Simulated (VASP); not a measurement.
# MnCuAs with PBEsol: from relaxation to properties

What structure does MnCuAs take at this level, and what are its properties? The steps: magnetic order: ferromagnetic, magnetic order: antiferromagnetic within the cell, magnetic order: antiferromagnetic, q = (0, 0, 1/2), magnetic order: antiferromagnetic, q = (1/2, 1/2, 1/2), magnetic order: antiferromagnetic, q = (1/2, 1/2, 0), the orders side by side, relaxing cell and atoms (PBEsol), second relaxation, single point with fields (PBEsol), band structure (PBEsol), total and projected DOS (PBEsol), vibrations at Γ (PBEsol) and bands along the symmetry lines (PBEsol), changed input. The start is a computed cell from the Materials Project.

Method: PBEsol, spin-polarised from a ferromagnetic start; plane waves and PAW (Mn_pv, Cu, As), in the first sound run; inputs show where later runs differ, in VASP 6.6.1.

### 1. Starting point

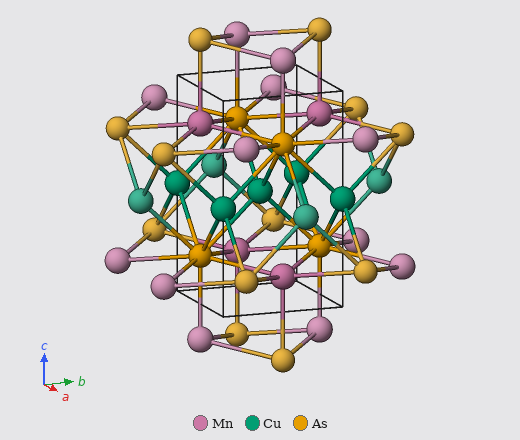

Start, viewed slightly off an axis; manganese pink, copper teal, arsenic orange. Some periodic images of atoms are drawn too.

As a file:

```cif
data_structure
_symmetry_space_group_name_H-M 'P4/nmm:1'
_symmetry_Int_Tables_number 129
_cell_length_a 3.6995
_cell_length_b 3.6995
_cell_length_c 6.4084
_cell_angle_alpha 90.000
_cell_angle_beta 90.000
_cell_angle_gamma 90.000
_cell_volume 87.71
loop_
_atom_site_label
_atom_site_type_symbol
_atom_site_symmetry_multiplicity
_atom_site_Wyckoff_symbol
_atom_site_fract_x
_atom_site_fract_y
_atom_site_fract_z
_atom_site_occupancy
Mn1 Mn 2 c 0.00000 0.50000 0.16402 1
Cu1 Cu 2 b 0.00000 0.00000 0.50000 1
As1 As 2 c 0.00000 0.50000 0.77625 1
```

### 2. Magnetic order: ferromagnetic

The properties of a magnet depend on its order, so a few collinear patterns are compared first on the cell as listed, beginning with all moments parallel. PBEsol restores the gradient expansion of exchange and is tuned for the cells of solids.

INCAR reads:

```
SYSTEM = MnCuAs
PREC = Accurate
ENCUT = 400
EDIFF = 1E-06
NELM = 100
ISMEAR = 1
SIGMA = 0.2
LREAL = .FALSE.
ALGO = Normal
GGA = PS
NBANDS = 44
ISPIN = 2
MAGMOM = 4 4 0.6 0.6 0 0
LASPH = .TRUE.
LMAXMIX = 4
LORBIT = 11
LWAVE = .FALSE.
LCHARG = .FALSE.
KPAR = 8
ISIF = 2
```

POSCAR reads:

```
MnCuAs
1.0
    3.6994910000      0.0000000000      0.0000000000
    0.0000000000      3.6994910000      0.0000000000
    0.0000000000      0.0000000000      6.4084220000
Mn Cu As
2 2 2
Direct
    0.0000000000      0.5000000000      0.1640200000
    0.5000000000      0.0000000000      0.8359800000
    0.0000000000      0.0000000000      0.5000000000
    0.5000000000      0.5000000000      0.5000000000
    0.0000000000      0.5000000000      0.7762460000
    0.5000000000      0.0000000000      0.2237540000
```

KPOINTS reads:

```
Automatic mesh
0
Gamma
6 6 4
0 0 0
```

PAW data sets: Mn_pv, Cu and As (PBE family, release 64).

Run with:

```bash
$ mpirun -np 8 vasp_std
```

What it wrote:

```text
[banner, memory and clock lines left out]
running    8 mpi-ranks, on    1 nodes
 distrk:  each k-point on    1 cores,    8 groups
 distr:  one band on    1 cores,    1 groups

 POSCAR found type information on POSCAR MnCuAs
 POSCAR found :  3 types and       6 ions
|                                                                             |
|           W    W    AA    RRRRR   N    N  II  N    N   GGGG   !!!           |
|           W    W   A  A   R    R  NN   N  II  NN   N  G    G  !!!           |
|           W    W  A    A  R    R  N N  N  II  N N  N  G       !!!           |
|           W WW W  AAAAAA  RRRRR   N  N N  II  N  N N  G  GGG   !            |
|           WW  WW  A    A  R   R   N   NN  II  N   NN  G    G                |
|           W    W  A    A  R    R  N    N  II  N    N   GGGG   !!!           |
|                                                                             |
|     For optimal performance we recommend to set                             |
|       NCORE = 2 up to number-of-cores-per-socket                            |
|     NCORE specifies how many cores store one orbital (NPAR=cpu/NCORE).      |
|     This setting can greatly improve the performance of VASP for DFT.       |
|     The default, NCORE=1 might be grossly inefficient on modern             |
|     multi-core architectures or massively parallel machines. Do your        |
|     Unfortunately you need to use the default for GW and RPA                |
|     calculations (for HF NCORE is supported but not extensively tested      |
|     yet).                                                                   |
|                                                                             |

|                                                                             |
|               ----> ADVICE to this user running VASP <----                  |
|                                                                             |
|     You enforced a specific xc type in the INCAR file but a different       |
|     [... a line on the potential file left out ...]
|     I HOPE YOU KNOW WHAT YOU ARE DOING!                                     |
|                                                                             |

 LDA part: xc-table for (Slater+PW92), standard interpolation
 POSCAR, INCAR and KPOINTS ok, starting setup
 FFT: planning ... GRIDC
 FFT: planning ... GRID_SOFT
 FFT: planning ... GRID
 WAVECAR not read
 entering main loop
       N       E                     dE             d eps       ncg     rms          rms(c)
DAV:   1     0.513300275245E+03    0.51330E+03   -0.24212E+04  5864   0.145E+03
DAV:   2     0.510985542461E+01   -0.50819E+03   -0.48215E+03  5304   0.389E+02
DAV:   3    -0.406518251693E+02   -0.45762E+02   -0.41800E+02  5864   0.131E+02
DAV:   4    -0.424477977569E+02   -0.17960E+01   -0.17734E+01  6912   0.276E+01
DAV:   5    -0.425032880238E+02   -0.55490E-01   -0.55457E-01  6572   0.496E+00    0.203E+01
DAV:   6    -0.408444780590E+02    0.16588E+01   -0.44490E+01  6820   0.119E+02    0.142E+01
DAV:   7    -0.380488875517E+02    0.27956E+01   -0.10519E+01  7020   0.613E+01    0.434E+00
DAV:   8    -0.381168976957E+02   -0.68010E-01   -0.96486E-01  8144   0.833E+00    0.298E+00
DAV:   9    -0.380922135995E+02    0.24684E-01   -0.67178E-02  8196   0.517E+00    0.125E+00
DAV:  10    -0.380902254284E+02    0.19882E-02   -0.26266E-02  7712   0.323E+00    0.641E-01
DAV:  11    -0.380881872513E+02    0.20382E-02   -0.11998E-02  7804   0.310E+00    0.170E-01
DAV:  12    -0.380882356326E+02   -0.48381E-04   -0.20501E-03  7996   0.644E-01    0.597E-02
DAV:  13    -0.380882496441E+02   -0.14012E-04   -0.94980E-05  5964   0.731E-02    0.319E-02
DAV:  14    -0.380882502179E+02   -0.57383E-06   -0.50851E-06  6744   0.232E-02
   1 F= -.38088250E+02 E0= -.38086653E+02  d E =-.479309E-02  mag=     6.8714
```

Elapsed: 10 s, on 8 MPI ranks of AMD EPYC 9R45, shared host; peak memory 2 GiB.

The logs omit lines about the potential files and the build; timing stands in the text.

Parts of OUTCAR (step 2):

```text
ion  position               nearest neighbor table
   1  0.000  0.500  0.164-   5 2.49   6 2.64   6 2.64   6 2.64   6 2.64   3 2.84   4 2.84   4 2.84
                             3 2.84
   2  0.500  0.000  0.836-   6 2.49   5 2.64   5 2.64   5 2.64   5 2.64   3 2.84   3 2.84   4 2.84
                             4 2.84
   3  0.000  0.000  0.500-   5 2.56   6 2.56   5 2.56   6 2.56   4 2.62   4 2.62   4 2.62   4 2.62
                             2 2.84   1 2.84   2 2.84   1 2.84
   4  0.500  0.500  0.500-   5 2.56   6 2.56   6 2.56   5 2.56   3 2.62   3 2.62   3 2.62   3 2.62
                             1 2.84   2 2.84   2 2.84   1 2.84
   5  0.000  0.500  0.776-   1 2.49   3 2.56   4 2.56   3 2.56   4 2.56   2 2.64   2 2.64   2 2.64
                             2 2.64
   6  0.500  0.000  0.224-   2 2.49   3 2.56   4 2.56   4 2.56   3 2.56   1 2.64   1 2.64   1 2.64
                             1 2.64

  LATTYP: Found a simple tetragonal cell.
 ALAT       =     3.6994910000
 C/A-ratio  =     1.7322442466

 Subroutine GETGRP returns: Found 16 space group operations
 (whereof  8 operations were pure point group operations)

The static configuration has the point symmetry D_2d.
 The point group associated with its full space group is D_4h.

 Found     30 irreducible k-points:

   k-points           NKPTS =     30   k-points in BZ     NKDIM =     30   number of bands    NBANDS=     44

   dimension x,y,z NGX =    24 NGY =   24 NGZ =   42
   dimension x,y,z NGXF=    48 NGYF=   48 NGZF=   84

   ENCUT  =  400.0 eV  29.40 Ry    5.42 a.u.   6.03  6.03 10.45*2*pi/ulx,y,z

   NELECT =      58.0000    total number of electrons

 k-points in reciprocal lattice and weights: Automatic mesh
   0.00000000  0.00000000  0.00000000       0.007
   0.16666667  0.00000000  0.00000000       0.028
   0.33333333  0.00000000  0.00000000       0.028
   0.50000000  0.00000000  0.00000000       0.014
   0.16666667  0.16666667  0.00000000       0.028
   0.33333333  0.16666667  0.00000000       0.056
   0.50000000  0.16666667  0.00000000       0.028
   0.33333333  0.33333333  0.00000000       0.028
   0.50000000  0.33333333  0.00000000       0.028
[...]
0.50000000  0.33333333  0.50000000       0.028
   0.50000000  0.50000000  0.50000000       0.007

 average (electrostatic) potential at core
       1 -66.7827       2 -66.7827       3 -63.9121       4 -63.9121       5 -47.1789
       6 -47.1789

 E-fermi :   7.7699

 spin component 1
 k-point     1 :       0.0000    0.0000    0.0000
  band No.  band energies     occupation
    ...
     27       5.4757      1.00000
     28       5.6666      1.00000
     29       5.6666      1.00000
     30       5.8751      1.00000
     31       5.8751      1.00000
     32       8.4783     -0.00000
     33       8.4783     -0.00000
     34       8.6343     -0.00000
     35       8.6755     -0.00000
     36      10.1925     -0.00000
    ...

 k-point     2 :       0.1667    0.0000    0.0000
  band No.  band energies     occupation
    ...
     28       5.5099      1.00000
     29       5.8658      1.00000
     30       5.9024      1.00000
     31       6.7553      1.00000
     32       7.0669      1.00000
     33       8.5092     -0.00000
     34       8.8718     -0.00000
     35      10.2121     -0.00000
     36      10.7052     -0.00000
     37      11.9351      0.00000
    ...

 k-point     3 :       0.3333    0.0000    0.0000
  band No.  band energies     occupation
    ...
     28       5.6160      1.00000
     29       5.8506      1.00000
     30       5.8852      1.00000
     31       6.6833      1.00000
     32       7.3498      1.00570
     33       8.2477     -0.00188
     34       9.6493     -0.00000
     35      11.0808     -0.00000
     36      11.2336     -0.00000
     37      12.0572      0.00000
    ...

 k-point     4 :       0.5000    0.0000    0.0000
  band No.  band energies     occupation
    ...
     28       5.7069      1.00000
     29       5.8453      1.00000
     30       5.8453      1.00000
     31       6.7511      1.00000
     32       6.7511      1.00000
     33       9.5778     -0.00000
     34       9.5778     -0.00000
     35      11.3835     -0.00000
     36      11.3835     -0.00000
     37      12.8285      0.00000
    ...

 k-point     5 :       0.1667    0.1667    0.0000
  band No.  band energies     occupation
    ...
     28       5.8639      1.00000
     29       5.9263      1.00000
     30       5.9646      1.00000
     31       6.1480      1.00000
     32       7.0479      1.00000
     33       7.9198      0.02401
     34       8.2648     -0.00130
     35      11.5081     -0.00000
     36      11.5126     -0.00000
     37      12.0689      0.00000
    ...

 k-point     6 :       0.3333    0.1667    0.0000
  band No.  band energies     occupation
    ...
     29       5.8568      1.00000
     30       5.9352      1.00000
     31       6.7037      1.00000
     32       6.9818      1.00000
     33       7.3919      1.01122
     34       8.1288     -0.01465
     35      11.4517     -0.00000
     36      11.5172     -0.00000
     37      12.6549      0.00000
     38      13.2250      0.00000
    ...

  Total       -3.8519488     -3.8519488     -3.8856764      0.0000000     -0.0000000      0.0000000
  in kB      -70.3648937    -70.3648937    -70.9810082      0.0000000     -0.0000000      0.0000000
  external PRESSURE =     -70.5702652 kB  Pullay stress =       0.0000000 kB

  energy-cutoff  :      400.00
  volume of cell :       87.71
      direct lattice vectors                 reciprocal lattice vectors
     3.699491000  0.000000000  0.000000000     0.270307456  0.000000000  0.000000000
     0.000000000  3.699491000  0.000000000     0.000000000  0.270307456  0.000000000
     0.000000000  0.000000000  6.408422000     0.000000000  0.000000000  0.156044655

 POSITION                                       TOTAL-FORCE (eV/Angst)
 -----------------------------------------------------------------------------------
      0.00000      1.84975      1.05111         0.000000     -0.000000     -0.048646
      1.84975      0.00000      5.35731         0.000000      0.000000      0.048646
      0.00000      0.00000      3.20421         0.000000      0.000000      0.000000
      1.84975      1.84975      3.20421         0.000000     -0.000000      0.000000
      0.00000      1.84975      4.97451         0.000000     -0.000000      0.052553
      1.84975      0.00000      1.43391         0.000000      0.000000     -0.052553
 -----------------------------------------------------------------------------------
    total drift:                                0.000000      0.000000      0.000000

  FREE ENERGIE OF THE ION-ELECTRON SYSTEM (eV)
  ---------------------------------------------------
  free  energy   TOTEN  =       -38.0882502179 eV

  energy  without entropy=      -38.0834571292  energy(sigma->0) =      -38.08665252

 total charge
# of ion       s       p       d       tot
------------------------------------------
    1        0.249   6.201   5.083  11.533
    2        0.249   6.201   5.083  11.533
    3        0.405   0.402   9.191   9.998
    4        0.405   0.402   9.191   9.998
    5        1.210   1.514   0.072   2.797
    6        1.210   1.514   0.072   2.797
--------------------------------------------------
tot          3.727  16.235  28.694  48.655

 magnetization (x)
# of ion       s       p       d       tot
------------------------------------------
    1        0.041   0.022   3.314   3.377
    2        0.041   0.022   3.314   3.377
    3       -0.012  -0.011   0.037   0.013
    4       -0.012  -0.011   0.037   0.013
    5        0.016  -0.066   0.003  -0.047
    6        0.016  -0.066   0.003  -0.047
--------------------------------------------------
tot          0.090  -0.110   6.706   6.686

[... 6 further parts left out ...]
```

The k-mesh is coarse for a metal. The PAW data sets were made with PBE, which is usual practice but a small mismatch for other functionals. At this level the cell is under a tension of 7.1 GPa, so at these settings it is away from equilibrium.

Numbers from this step:

| Property | Result |
| --- | --- |
| SCF cycles | 14 |
| electrons | 58 |
| bands | 44 |
| irreducible k-points | 30 |
| symmetry operations | 16 |
| free energy (TOTEN) | -38.09 eV |
| energy at zero smearing | -38.09 eV |
| Fermi energy | 7.770 eV |
| pressure | -7.057 GPa |
| moment of the cell, from the last line of the log | 6.871 μB |
| metallic | yes |

Spin moment in the PAW sphere by atom:

```
atom  spin moment in the PAW sphere (μB)
 Mn1                                3.38
 Mn2                                3.38
 Cu3                                0.01
 Cu4                                0.01
 As5                               -0.05
 As6                               -0.05
```

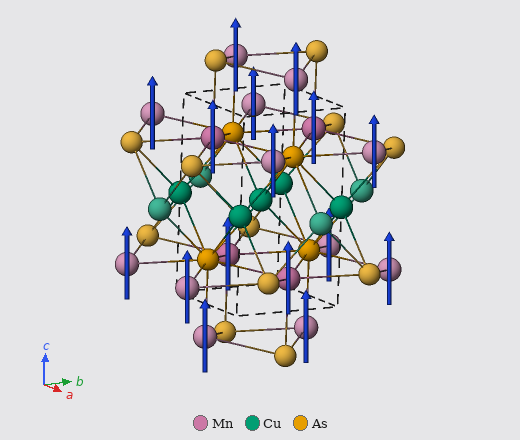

Spin moment in the PAW sphere as arrows, the longest 3.38 μB. Up and down stand for the sign. Arrows give size and sign along the axis of quantisation, drawn up and down the page. Some periodic images of atoms are drawn too.

Force by atom:

```
atom  x (eV/Å)  y (eV/Å)  z (eV/Å)    size
 Mn1    0.0000    0.0000   -0.0486  0.0486
 Mn2    0.0000    0.0000    0.0486  0.0486
 Cu3    0.0000    0.0000    0.0000  0.0000
 Cu4    0.0000    0.0000    0.0000  0.0000
 As5    0.0000    0.0000    0.0526  0.0526
 As6    0.0000    0.0000   -0.0526  0.0526
```

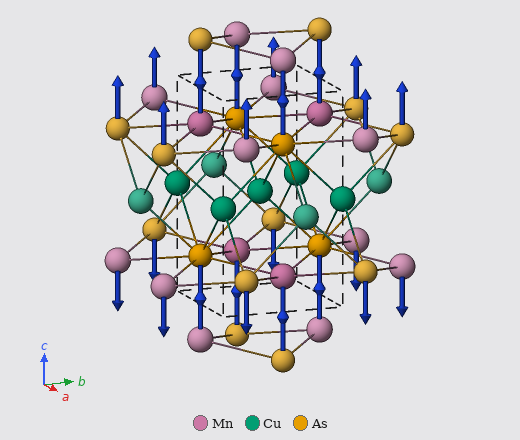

Force as arrows, the longest 0.0526 eV/Å. Some periodic images of atoms are drawn too.

The run ends ferromagnetic with a largest moment of 3.38 μB, and the mesh shows no gap.

(Continued in part 2 of 8.)

[Lines on the potential files, build, host, timing and source positions are cut from VASP's logs without a mark.]

[Logs are printed without paths, hosts, clocks, repeated set-up lines and the standing remarks that a program may print on its own settings, such as how far it seeks lower states.]

[Hosts, paths, dates, database ids (printed as entryN), source tags and the programs' standing remarks are cut or masked in the printed files.]

[A measured line is paired with the nearest computed mode of its activity, which favours agreement.]

[In band tables of VASP the shares of atoms and orbitals are scaled to a sum of 1 inside the atoms' spheres.]
